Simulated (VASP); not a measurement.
Band structure of PbSe (space group Fm-3m). Calculation: PBEsol GGA, VASP's PBE PAW potentials (set 64) (plane waves; VASP).

Unless said otherwise, spin-orbit coupling is left out, though it shifts the bands of the heavy elements here.

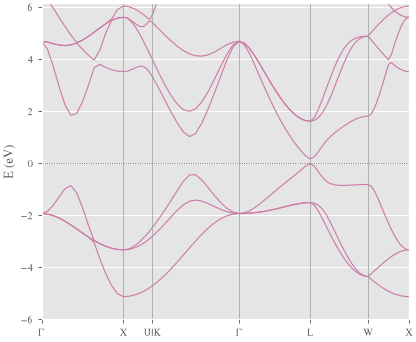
*Bands along high-symmetry lines, zero at the valence-band maximum or, without a gap, the Fermi level*

Question: Read the plot: is there a gap, and where are the band edges?

Answer: The gap is direct, 0.17 eV, from the valence maximum at L to the conduction minimum at L. (Edges off the drawn lines would not show.)

The structure comes from a measured PbSe entry (Fm-3m) of the Crystallography Open Database, whose conditions weren't checked. It was relaxed first.
